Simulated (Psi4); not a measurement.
# CCSD(T)/cc-pVDZ (sweep point 7) run of SiS (SMILES [Si-]#[S+])

Aim: the energy change on altering one bond length of SiS at CCSD(T)/cc-pVDZ (sweep point 7), from 2 runs. 

Program for the calculation: Psi4 1.11.

### Step 1. The system as given

SiS has 2 atoms, charge 0, and is taken as a singlet. As SMILES, `[Si-]#[S+]`. Geometry: the measured bond length.

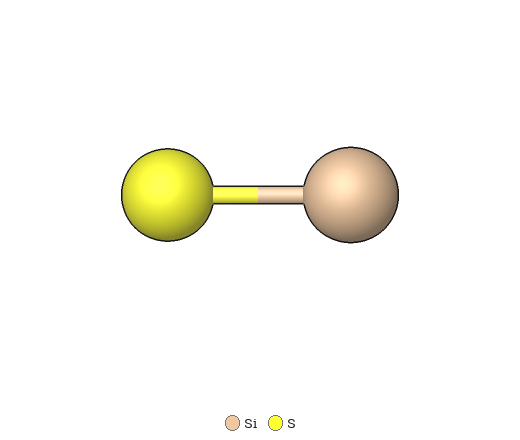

The structure, seen from a chosen angle (silicon light orange, sulfur yellow).

### Step 2. A single-point energy at CCSD(T)/cc-pVDZ (sweep point 7)

Contents of ssi.dat:

```
memory 1600 MB

molecule geom {
  Si     0.000000     0.000000     0.000000
  S      0.000000     0.000000     1.929321
  units angstrom
  symmetry c1
}

set reference rhf
set puream true
set scf_type pk
set num_frozen_docc 10

E = energy("ccsd(t)/cc-pVDZ")
print_variables()
```

On the command line:

```bash
$ psi4 -i ssi.dat -o ssi.out -n 1
```

ssi.out:

```text
[...]
  Running in c1 symmetry.
[...]
  Nuclear repulsion =   61.439073741528752
[...]
  Multiplicity = 1
[...]
  Nalpha       = 15
  Nbeta        = 15
[...]
    Number of basis functions: 36
[...]
   @RHF iter   1:  -686.45263006804987   -5.52632e-01   5.47360e-03 ADIIS/DIIS
[...]
   @RHF iter  10:  -686.48078228321208   -5.68434e-13   1.41013e-09 DIIS
[...]
    Orbital Energies [Eh]
    ---------------------
    Doubly Occupied:
       1A    -91.937525     2A    -68.841004     3A     -8.942562
       4A     -6.623275     5A     -6.621589     6A     -6.621589
       7A     -6.186359     8A     -4.287148     9A     -4.287075
      10A     -4.287075    11A     -0.943829    12A     -0.572973
      13A     -0.387845    14A     -0.387289    15A     -0.387289
[...]
  @RHF Final Energy:  -686.48078228321208
   => Energetics <=
    Nuclear Repulsion Energy =             61.4390737415287518
    One-Electron Energy =               -1073.2108596628963824
    Two-Electron Energy =                 325.2910036381556438
    Total Energy =                       -686.4807822832119655
[...]
 Multipole Moments:
 ------------------------------------------------------------------------------------
     Multipole            Electronic (a.u.)      Nuclear  (a.u.)        Total (a.u.)
 ------------------------------------------------------------------------------------
 L = 1.  Multiply by 2.5417464519 to convert [e a0] to [Debye]
 Dipole X            :          0.0000000            0.0000000            0.0000000
 Dipole Y            :          0.0000000            0.0000000            0.0000000
 Dipole Z            :         -0.8821235            0.0013275           -0.8807960
 Magnitude           :                                                    0.8807960
[...]
      * MP2 total energy                      = -686.684155278566436
[...]
      * CCSD total energy                     = -686.706046765224755
[...]
      * CCSD(T) total energy                  = -686.716866905180154
[...]
```

It took 6 s on 1 thread of Intel Xeon 6975P-C (Granite Rapids), shared host; peak memory 0.27 GiB.

### Step 3. The distorted shape

Contents of calc.in:

```
memory 1.6 GB

molecule geom {
  Si     0.000000     0.000000    -0.964679
  S      0.000000     0.000000     1.929321
  units angstrom
  symmetry c1
}

set basis cc-pVDZ
set puream true
set scf_type pk
set num_frozen_docc 10

e_tot, wfn = energy("ccsd(t)", return_wfn=True)
print_variables()
```

On the command line:

```bash
$ psi4 -i calc.in -o calc.out -n 1
```

calc.out:

```text
[...]
  Running in c1 symmetry.
[...]
  Nuclear repulsion =   40.959120660013824
[...]
  Multiplicity = 1
[...]
  Nalpha       = 15
  Nbeta        = 15
[...]
    Number of basis functions: 36
[...]
   @RHF iter   1:  -686.01433815044402   -7.72618e-01   1.27889e-02 ADIIS/DIIS
[...]
   @RHF iter  15:  -686.29325780894783   -3.41061e-13   1.48201e-09 DIIS
[...]
    Orbital Energies [Eh]
    ---------------------
    Doubly Occupied:
       1A    -91.926929     2A    -68.939655     3A     -8.918345
       4A     -6.600185     5A     -6.596026     6A     -6.596026
       7A     -6.273204     8A     -4.373671     9A     -4.373671
      10A     -4.369767    11A     -0.809712    12A     -0.612740
      13A     -0.320135    14A     -0.308101    15A     -0.308101
[...]
  @RHF Final Energy:  -686.29325780894783
   => Energetics <=
    Nuclear Repulsion Energy =             40.9591206600138236
    One-Electron Energy =               -1031.8522193460116796
    Two-Electron Energy =                 304.5998408770500419
    Total Energy =                       -686.2932578089478284
[...]
 Multipole Moments:
 ------------------------------------------------------------------------------------
     Multipole            Electronic (a.u.)      Nuclear  (a.u.)        Total (a.u.)
 ------------------------------------------------------------------------------------
 L = 1.  Multiply by 2.5417464519 to convert [e a0] to [Debye]
 Dipole X            :          0.0000000            0.0000000            0.0000000
 Dipole Y            :          0.0000000            0.0000000            0.0000000
 Dipole Z            :         -2.4041490            0.0019913           -2.4021578
 Magnitude           :                                                    2.4021578
[...]
      * MP2 total energy                      = -686.497728384372181
[...]
      * CCSD total energy                     = -686.551449614536295
[...]
      * CCSD(T) total energy                  = -686.599047818517988
[...]
```

Run time: 3.9 s. Hardware: 1 thread of Intel Xeon 6975P-C (Granite Rapids), shared host; peak memory 0.27 GiB.

### Step 4. Outcome

Level: CCSD(T)/cc-pVDZ (sweep point 7), 10 core orbitals frozen.

| quantity | value |
| --- | --- |
| first shape: total energy | -686.71687 Eh |
| first shape: HOMO energy (Hartree–Fock orbitals) | -10.54 eV |
| first shape: LUMO energy (Hartree–Fock orbitals) | 0.87 eV |
| first shape: HOMO–LUMO gap (Hartree–Fock orbitals) | 11.41 eV |
| first shape: correlation energy (10 core orbitals frozen) | -236.1 mEh |
| first shape: (T) correction | -10.82 mEh |
| first shape: T1 diagnostic | 0.025 |
| distorted shape: total energy | -686.59905 Eh |
| distorted shape: HOMO energy (Hartree–Fock orbitals) | -8.38 eV |
| distorted shape: LUMO energy (Hartree–Fock orbitals) | -1.20 eV |
| distorted shape: HOMO–LUMO gap (Hartree–Fock orbitals) | 7.18 eV |
| distorted shape: correlation energy (10 core orbitals frozen) | -305.8 mEh |
| distorted shape: (T) correction | -47.60 mEh |
| distorted shape: T1 diagnostic | 0.191 |
| energy change with the Si1–S2 bond stretched from 1.929 to 2.894 Å | 3.206 eV |

In words: With the Si1–S2 bond stretched from 1.929 to 2.894 Å the energy rises by 3.21 eV (74 kcal/mol). The first shape isn't relaxed at this level, so the change isn't measured from a minimum. A restricted reference can't describe the breaking bond well at this length. The T1 diagnostic (first shape) of 0.025 is above the customary mark for such species, so a single reference may not serve. The triples (first shape) make up 4.6 % of the correlation energy. The T1 diagnostic (distorted shape) of 0.191 is above the customary mark for such species, so a single reference may not serve. The triples (distorted shape) make up 15.6 % of the correlation energy.
